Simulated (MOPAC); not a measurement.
## Run report: C3H9ClOSi, geometry relaxation (part 2 of 3)

The same run, continued: C3H9ClOSi; PM6-D3, closed shell, dispersion D3 (MOPAC 23.2.5). The atoms were displaced at random from an optimised geometry.

Geometry of the input (Å):
```
C  -1.7703  -0.6631  1.7682
C  -1.1753  0.3297  0.7546
Si 0.3326  -0.2466  -0.0721
Cl -0.0363  -2.0071  -1.1178
O  0.8646  0.9010  -1.1025
C  2.0029  0.8015  -1.9173
H  -1.0515  -0.9164  2.5356
H  -2.0302  -1.5859  1.2713
H  -2.6798  -0.2677  2.2349
H  -0.9423  1.2939  1.2512
H  -1.8991  0.5795  -0.0247
H  1.4377  -0.6188  0.8733
H  1.8697  0.0430  -2.7023
H  2.1573  1.7685  -2.3960
H  2.8892  0.5714  -1.3464
```

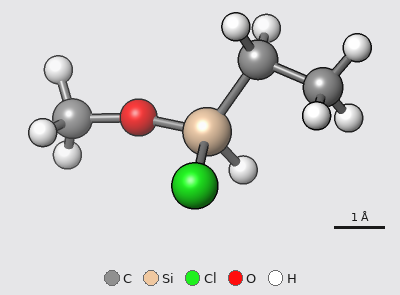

Fig. 1: The geometry at step 19 of the log (ball-and-stick view, seen at a tilt).

Output, continued:
```
          WALL-CLOCK TIME         =      0.672 SECONDS
          COMPUTATION TIME        =      0.674 SECONDS

       FINAL  POINT  AND  DERIVATIVES

   PARAMETER     ATOM    TYPE            VALUE        GRADIENT
      1          1  C    CARTESIAN X    -1.869220      0.013790  KCAL/ANGSTROM
      2          1  C    CARTESIAN Y    -0.504052      0.002011  KCAL/ANGSTROM
      3          1  C    CARTESIAN Z     1.575730     -0.013210  KCAL/ANGSTROM
      4          2  C    CARTESIAN X    -1.022022     -0.005249  KCAL/ANGSTROM
      5          2  C    CARTESIAN Y     0.401628      0.001386  KCAL/ANGSTROM
      6          2  C    CARTESIAN Z     0.680443      0.005730  KCAL/ANGSTROM
      7          3 Si    CARTESIAN X     0.453430     -0.005971  KCAL/ANGSTROM
      8          3 Si    CARTESIAN Y    -0.488800      0.000740  KCAL/ANGSTROM
      9          3 Si    CARTESIAN Z     0.000740     -0.000623  KCAL/ANGSTROM
     10          4 Cl    CARTESIAN X    -0.130898      0.005057  KCAL/ANGSTROM
     11          4 Cl    CARTESIAN Y    -2.205757     -0.000607  KCAL/ANGSTROM
     12          4 Cl    CARTESIAN Z    -0.897044     -0.006773  KCAL/ANGSTROM
     13          5  O    CARTESIAN X     1.233675      0.015654  KCAL/ANGSTROM
     14          5  O    CARTESIAN Y     0.414025      0.011221  KCAL/ANGSTROM
     15          5  O    CARTESIAN Z    -0.994543     -0.002819  KCAL/ANGSTROM
     16          6  C    CARTESIAN X     1.814274     -0.005160  KCAL/ANGSTROM
     17          6  C    CARTESIAN Y     1.178837      0.000777  KCAL/ANGSTROM
     18          6  C    CARTESIAN Z    -2.014549      0.010164  KCAL/ANGSTROM
     19          7  H    CARTESIAN X    -1.292720     -0.005916  KCAL/ANGSTROM
     20          7  H    CARTESIAN Y    -0.934422      0.003086  KCAL/ANGSTROM
     21          7  H    CARTESIAN Z     2.407221     -0.001454  KCAL/ANGSTROM
     22          8  H    CARTESIAN X    -2.313711     -0.001440  KCAL/ANGSTROM
     23          8  H    CARTESIAN Y    -1.339712      0.001087  KCAL/ANGSTROM
     24          8  H    CARTESIAN Z     1.014947     -0.007703  KCAL/ANGSTROM
     25          9  H    CARTESIAN X    -2.698337     -0.005387  KCAL/ANGSTROM
     26          9  H    CARTESIAN Y     0.061126      0.002488  KCAL/ANGSTROM
     27          9  H    CARTESIAN Z     2.020916      0.005678  KCAL/ANGSTROM
     28         10  H    CARTESIAN X    -0.651682     -0.009228  KCAL/ANGSTROM
     29         10  H    CARTESIAN Y     1.282334     -0.011142  KCAL/ANGSTROM
     30         10  H    CARTESIAN Z     1.259304     -0.005434  KCAL/ANGSTROM
     31         11  H    CARTESIAN X    -1.648037      0.004129  KCAL/ANGSTROM
     32         11  H    CARTESIAN Y     0.825714     -0.006462  KCAL/ANGSTROM
     33         11  H    CARTESIAN Z    -0.135052      0.007355  KCAL/ANGSTROM
     34         12  H    CARTESIAN X     1.407631      0.001840  KCAL/ANGSTROM
     35         12  H    CARTESIAN Y    -0.811339     -0.000400  KCAL/ANGSTROM
     36         12  H    CARTESIAN Z     1.030397     -0.000430  KCAL/ANGSTROM
     37         13  H    CARTESIAN X     1.506879     -0.009493  KCAL/ANGSTROM
     38         13  H    CARTESIAN Y     0.747031      0.004725  KCAL/ANGSTROM
     39         13  H    CARTESIAN Z    -2.978855      0.007206  KCAL/ANGSTROM
     40         14  H    CARTESIAN X     1.451991      0.013424  KCAL/ANGSTROM
     41         14  H    CARTESIAN Y     2.211496      0.001220  KCAL/ANGSTROM
     42         14  H    CARTESIAN Z    -1.905430      0.004805  KCAL/ANGSTROM
     43         15  H    CARTESIAN X     2.905575     -0.006048  KCAL/ANGSTROM
     44         15  H    CARTESIAN Y     1.122800     -0.010131  KCAL/ANGSTROM
     45         15  H    CARTESIAN Z    -1.884247     -0.002492  KCAL/ANGSTROM

   ATOM   CHEMICAL          X               Y               Z
  NUMBER   SYMBOL      (ANGSTROMS)     (ANGSTROMS)     (ANGSTROMS)

     1       C         -1.86922025  *  -0.50405219  *   1.57573013  *
     2       C         -1.02202248  *   0.40162845  *   0.68044346  *
     3      Si          0.45342996  *  -0.48880030  *   0.00073984  *
     4      Cl         -0.13089759  *  -2.20575718  *  -0.89704435  *
     5       O          1.23367470  *   0.41402539  *  -0.99454297  *
     6       C          1.81427394  *   1.17883707  *  -2.01454858  *
     7       H         -1.29272032  *  -0.93442166  *   2.40722150  *
     8       H         -2.31371149  *  -1.33971221  *   1.01494668  *
     9       H         -2.69833676  *   0.06112647  *   2.02091592  *
    10       H         -0.65168164  *   1.28233376  *   1.25930399  *
    11       H         -1.64803734  *   0.82571360  *  -0.13505210  *
    12       H          1.40763090  *  -0.81133919  *   1.03039697  *
    13       H          1.50687892  *   0.74703111  *  -2.97885451  *
    14       H          1.45199086  *   2.21149591  *  -1.90542957  *
    15       H          2.90557537  *   1.12279982  *  -1.88424736  *

                             CARTESIAN COORDINATES

   1    C       -1.869220255    -0.504052188     1.575730133
   2    C       -1.022022477     0.401628447     0.680443456
   3   Si        0.453429961    -0.488800298     0.000739843
   4   Cl       -0.130897593    -2.205757179    -0.897044346
   5    O        1.233674696     0.414025394    -0.994542967
   6    C        1.814273944     1.178837073    -2.014548577
   7    H       -1.292720319    -0.934421655     2.407221497
   8    H       -2.313711493    -1.339712210     1.014946681
   9    H       -2.698336763     0.061126468     2.020915916
  10    H       -0.651681643     1.282333756     1.259303993
  11    H       -1.648037343     0.825713600    -0.135052098
  12    H        1.407630901    -0.811339187     1.030396975
  13    H        1.506878920     0.747031110    -2.978854512
  14    H        1.451990862     2.211495915    -1.905429565
  15    H        2.905575368     1.122799815    -1.884247364

           Empirical Formula: C3 H9 O Si Cl  =    15 atoms

      MOLECULAR POINT GROUP   :   C1

                  EIGENVALUES
 -30.46781 -26.98028 -25.92234 -25.53088 -21.28046 -18.82736 -16.78857 -16.70531
 -15.48699 -14.93282 -13.75360 -12.98335 -12.77410 -12.24135 -11.77373 -11.52447
 -11.19497 -11.10760  -9.85517   0.58632   0.72402   1.13703   1.59623   2.01375
   2.38280   2.67786   3.99385   4.81245   4.88816   4.89894   4.98550   5.19101
   5.79695   5.89400   6.09904   6.32361   6.83955   7.00864  89.72814  89.78936
  89.82830  90.06648  90.07023

              NET ATOMIC CHARGES AND DIPOLE CONTRIBUTIONS

  ATOM NO.   TYPE          CHARGE      No. of ELECS.   s-Pop       p-Pop       d-Pop
    1          C          -0.393385        4.3934     1.07041     3.32297
    2          C          -0.484308        4.4843     1.08232     3.40199
    3         Si           0.361971        3.6380     1.07379     1.40867     1.15557
    4         Cl          -0.189695        7.1897     1.99197     5.19528     0.00244
    5          O          -0.412366        6.4124     1.59423     4.81814
    6          C          -0.096620        4.0966     1.09663     2.99999
    7          H           0.141439        0.8586     0.85856
    8          H           0.146307        0.8537     0.85369
    9          H           0.134795        0.8652     0.86521
   10          H           0.166308        0.8337     0.83369
   11          H           0.163359        0.8366     0.83664
   12          H           0.035640        0.9644     0.96436
   13          H           0.142861        0.8571     0.85714
   14          H           0.139809        0.8602     0.86019
   15          H           0.143886        0.8561     0.85611
 DIPOLE           X         Y         Z       TOTAL
 POINT-CHG.     1.725     2.581    -0.729     3.189
 HYBRID        -0.904     0.170    -0.310     0.970
 SUM            0.821     2.752    -1.039     3.054

          ATOMIC ORBITAL ELECTRON POPULATIONS

     Atom    s        px        py        pz      x^2-y^2     xz        z^2       yz        xy
    1  C   1.07041   1.10275   1.11283   1.10739
    2  C   1.08232   1.16460   1.12525   1.11213
    3 Si   1.07379   0.54113   0.41666   0.45088   0.20913   0.32261   0.18077   0.21983   0.22322
    4 Cl   1.99197   1.84510   1.55322   1.79696   0.00053   0.00031   0.00025   0.00074   0.00062
    5  O   1.59423   1.67798   1.61744   1.52271
    6  C   1.09663   1.06879   1.01259   0.91861
    7  H   0.85856
    8  H   0.85369
    9  H   0.86521
   10  H   0.83369
   11  H   0.83664
   12  H   0.96436
   13  H   0.85714
   14  H   0.86019
   15  H   0.85611

           MULLIKEN POPULATION ANALYSIS

        MULLIKEN POPULATIONS AND CHARGES

      NO.  ATOM   POPULATION      CHARGE
        1    C     4.523247     -0.523247
        2    C     4.652041     -0.652041
        3   Si     3.337519      0.662481
        4   Cl     7.288517     -0.288517
        5    O     6.508924     -0.508924
        6    C     4.207564     -0.207564
        7    H     0.821314      0.178686
        8    H     0.818510      0.181490
        9    H     0.825734      0.174266
       10    H     0.809327      0.190673
       11    H     0.810374      0.189626
       12    H     0.949603      0.050397
       13    H     0.815298      0.184702
       14    H     0.818530      0.181470
       15    H     0.813498      0.186502

 *                    *
 * JOB ENDED NORMALLY *
 *                    *

 TOTAL JOB TIME:             0.67 SECONDS

 == MOPAC DONE ==
```

Trajectory as extended XYZ (Å, eV, eV/Å), 15 of the 90 frames kept, from step=0 to step=89:
```
15
Properties=species:S:1:pos:R:3:forces:R:3 step=0 energy=-5.36262
C    -1.7703   -0.6631    1.7682    0.1621   0.4441  -0.4755
C    -1.1753    0.3297    0.7546   -0.3086   0.1647   0.6468
Si    0.3326   -0.2466   -0.0721    0.6510  -1.9873   0.6595
Cl   -0.0363   -2.0071   -1.1178    0.1173   0.6304   0.2767
O     0.8646    0.9010   -1.1025    0.0635   0.0320   0.0165
C     2.0029    0.8015   -1.9173    0.5369   0.2927  -1.0257
H    -1.0515   -0.9164    2.5356    0.1961  -0.0410   0.4741
H    -2.0302   -1.5859    1.2713   -0.2757  -0.5446  -0.1955
H    -2.6798   -0.2677    2.2349    0.0649   0.0655   0.0122
H    -0.9423    1.2939    1.2512    0.0135   0.2752   0.1931
H    -1.8991    0.5795   -0.0247   -0.5896   0.1512  -0.3852
H     1.4377   -0.6188    0.8733   -0.6400   0.4079  -0.5847
H     1.8697    0.0430   -2.7023   -0.2285  -0.1199  -0.0125
H     2.1573    1.7685   -2.3960   -0.1706   0.3919  -0.0769
H     2.8892    0.5714   -1.3464    0.4076  -0.1628   0.4772
15
Properties=species:S:1:pos:R:3:forces:R:3 step=6 energy=-5.55744
C    -1.7628   -0.6658    1.7412    0.0156  -0.0504   0.3463
C    -1.1957    0.3600    0.7616    0.1703  -0.1804   0.0269
Si    0.3261   -0.3018   -0.0516   -0.0055   0.2792   0.2001
Cl   -0.0340   -1.9724   -1.1024   -0.1003  -0.3518  -0.0971
O     0.9060    0.8071   -1.0875    0.4414   0.0267  -0.2760
C     2.0302    0.8373   -1.9751   -0.3675   0.0223   0.2969
H    -1.0686   -0.8993    2.5738   -0.0883   0.0320  -0.2257
H    -2.0542   -1.6170    1.2679    0.0934   0.0748  -0.0473
H    -2.6699   -0.2701    2.2122   -0.0932   0.0282   0.0402
H    -0.9602    1.3204    1.2793   -0.0057  -0.0232  -0.0063
H    -1.9512    0.6074   -0.0067   -0.1693   0.1266  -0.1397
H     1.4077   -0.5581    0.8682   -0.0793  -0.0543   0.0876
H     1.8446    0.0725   -2.7455    0.1055   0.1396  -0.0952
H     2.1030    1.8547   -2.3845   -0.1622  -0.0875   0.0391
H     2.9060    0.5985   -1.3584    0.2450   0.0183  -0.1500
15
Properties=species:S:1:pos:R:3:forces:R:3 step=13 energy=-5.71262
C    -1.7944   -0.6551    1.7298    0.0357  -0.1808  -0.1905
C    -1.2402    0.3802    0.7437    0.0086   0.0044  -0.2914
Si    0.3164   -0.2957   -0.0254   -0.0834  -0.1345  -0.1227
Cl   -0.0739   -2.0235   -1.0427   -0.0670   0.0278   0.1814
O     1.1285    0.5924   -1.0409    0.0180  -0.0600   0.0640
C     2.0360    0.9480   -2.0485    0.0106   0.0821  -0.1632
H    -1.0770   -0.9143    2.5204   -0.0001   0.0222   0.0475
H    -2.0621   -1.5994    1.2164   -0.0453   0.1297   0.1009
H    -2.6984   -0.2743    2.2227    0.0239  -0.0249  -0.0295
H    -0.9887    1.3152    1.2808    0.0935   0.2114   0.0944
H    -2.0411    0.6833    0.0272    0.1958  -0.1101  -0.0001
H     1.2804   -0.5393    1.0093    0.0087  -0.1095   0.1087
H     1.8344    0.3435   -2.9482   -0.1658   0.0225   0.0568
H     1.9006    2.0191   -2.2505    0.0177   0.0104   0.0312
H     3.0532    0.7121   -1.6954   -0.0511   0.1094   0.1122
15
Properties=species:S:1:pos:R:3:forces:R:3 step=19 energy=-5.77579
C    -1.7570   -0.6439    1.6621   -0.2483   0.0867  -0.0214
C    -1.1951    0.3934    0.6786    0.0587   0.0289  -0.0242
Si    0.3572   -0.3467   -0.0212   -0.0890   0.0245  -0.0033
Cl   -0.1716   -2.0767   -0.9448    0.0885  -0.0005  -0.0537
O     1.1934    0.5483   -1.0047    0.1229  -0.0326  -0.0678
C     2.0017    1.0411   -2.0471    0.0066   0.0652   0.0645
H    -1.0584   -0.8950    2.4671    0.1071  -0.0691   0.0507
H    -2.0657   -1.5752    1.1589    0.0643   0.0078   0.0241
H    -2.6632   -0.2670    2.1587    0.0365   0.0869  -0.0497
H    -0.9607    1.3488    1.2024    0.0096  -0.0200   0.0040
H    -1.9661    0.6577   -0.0723    0.0398  -0.0001  -0.0748
H     1.2320   -0.6551    1.0788    0.1449   0.0055  -0.0747
H     1.7433    0.4881   -2.9640   -0.0112   0.0146   0.0468
H     1.8202    2.1215   -2.1715   -0.1601  -0.1301   0.1341
H     3.0594    0.8771   -1.7694   -0.1702  -0.0676   0.0455
15
Properties=species:S:1:pos:R:3:forces:R:3 step=25 energy=-5.82489
C    -1.7367   -0.5738    1.6273   -0.0602  -0.0406   0.0356
C    -1.1456    0.4141    0.6139    0.0654  -0.0077   0.0288
Si    0.3809   -0.4180   -0.0165    0.0924  -0.0160  -0.0296
Cl   -0.2023   -2.1411   -0.9172    0.0775  -0.0209  -0.0477
O     1.2241    0.4488   -0.9817    0.0431   0.0607  -0.1175
C     1.9284    1.1233   -1.9899   -0.0086   0.0810   0.0035
H    -1.0301   -0.8393    2.4309   -0.0234   0.0493   0.0153
H    -2.0550   -1.5212    1.1588   -0.0673   0.0654   0.0194
H    -2.6186   -0.1398    2.1094   -0.0650   0.0108   0.0365
H    -0.9356    1.3952    1.0968    0.0421  -0.0532  -0.0340
H    -1.8669    0.6367   -0.1998   -0.0399  -0.0082   0.0167
H     1.2962   -0.7293    1.0496   -0.0008  -0.0327   0.0263
H     1.6480    0.6792   -2.9572    0.0062  -0.0123   0.0206
H     1.6459    2.1880   -1.9489   -0.0025  -0.0753   0.0356
H     3.0033    0.9894   -1.7841   -0.0590  -0.0003  -0.0095
15
Properties=species:S:1:pos:R:3:forces:R:3 step=32 energy=-5.85187
C    -1.7790   -0.4701    1.6814   -0.0443  -0.0692  -0.0062
C    -1.1066    0.3709    0.5940   -0.0163   0.0300   0.0097
Si    0.4054   -0.4976   -0.0373   -0.0587   0.0265  -0.0170
Cl   -0.1597   -2.2052   -0.9697    0.0112   0.0220  -0.0001
O     1.2324    0.4105   -0.9885   -0.0713  -0.0268   0.0733
C     1.8783    1.1928   -1.9521    0.1001  -0.0512  -0.0155
H    -1.0983   -0.6996    2.5156   -0.0618   0.0268   0.0056
H    -2.1582   -1.4266    1.2888    0.0334  -0.0153  -0.0016
H    -2.6515    0.0541    2.0953    0.0676   0.0266   0.0242
H    -0.8397    1.3776    0.9934    0.0416  -0.0442  -0.0113
H    -1.8265    0.5687   -0.2297    0.0022   0.0147  -0.0443
H     1.3090   -0.8408    1.0262    0.0500  -0.0049   0.0286
H     1.6007    0.8052   -2.9430   -0.0237   0.0272  -0.0222
H     1.5610    2.2336   -1.8125   -0.0672   0.0461  -0.0122
H     2.9602    1.0908   -1.7789    0.0371  -0.0083  -0.0110
```
